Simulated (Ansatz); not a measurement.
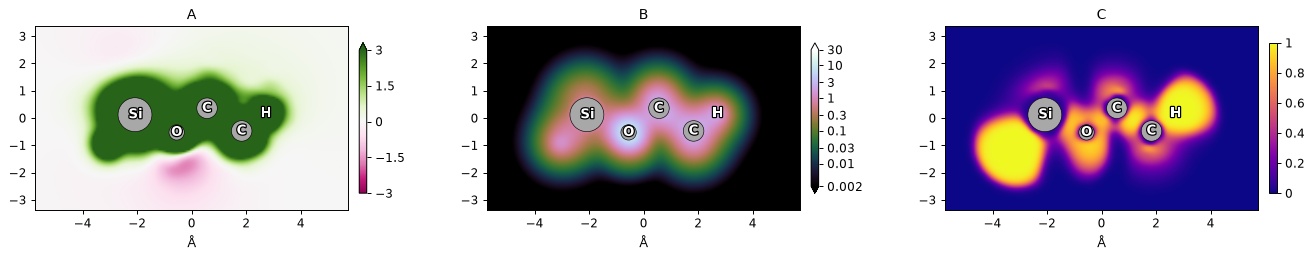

C$_{2}$H$_{10}$O$_{2}$Si$_{2}$: 3 fields on the plane of atoms C2, O3 and Si4, with unlabelled colour scales. Grey discs cover the atomic cores.

Not at a stationary point (largest force 0.6 eV/Å).

The calculation used Ansatz 0.2.0, SCF B3LYP, Gaussian basis.

Question: The panels show electron density, electron localisation function and electrostatic potential in some order. Assign them.

Answer: Panel A: electrostatic potential (strongly positive close to the atoms, with negative regions outside electron-rich atoms). Panel B: electron density. Panel C: electron localisation function. From the grid: C–O (1.42 Å): ρ is about 2 e/Å³ halfway, with its minimum of 1.7 e/Å³ about 0.5 Å from C; the ELF peaks at about 0.85 between the atoms, as expected for a polar covalent bond. C–C (1.52 Å): the density is about 1.7 e/Å³ at the midpoint; the ELF peaks at about 0.95 between the atoms (a covalent bond).
